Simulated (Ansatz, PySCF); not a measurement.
Breaking the Al1–H2 bond in AlClH2 (SMILES [AlH2][Cl]) (multiplicity 1 held, fragments rigid). Energies count from the point at 1.569 Å.
Geometry at that point (charge 0, multiplicity 1):
```xyz
4

Al    -0.00486    -0.35109    -1.01441
H     -1.39252    -0.45490    -1.73979
H      1.37623    -0.72201    -1.66060
Cl     0.00467     0.33771     0.97574
```

R- and RO- levels are restricted; in cc, def2 and unpolarised 6-31G sets they are followed outwards from rest. Unrestricted levels (U-) break spin symmetry where that is lower. Active spaces are followed from a long bond inwards. Curves can end on different states.

Cores are frozen in the correlated methods. Rows in 6-31G* carry no dispersion term and start afresh at each structure (6-31G* with six Cartesian d functions).

The values were computed with Ansatz (Gaussian basis) for Hartree–Fock, density functionals and correlated methods; PySCF for 6-31G* rows. 

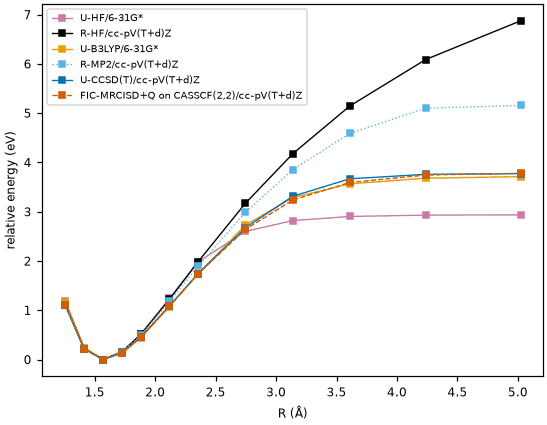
Figure: Relative energy along the coordinate

Read off the U-HF/6-31G* curve at R = 3.609.

about 2.9 eV

Doubts at one or more of the structures used: a spin-contaminated determinant (U-HF/6-31G*, U-B3LYP/6-31G*, U-CCSD(T)/cc-pV(T+d)Z); a restricted determinant that unrestricted orbitals would lower (R-HF/cc-pV(T+d)Z, R-MP2/cc-pV(T+d)Z); T1 above 0.05 (U-CCSD(T)/cc-pV(T+d)Z).

Ansatz is a quantum-chemistry and plane-wave program.
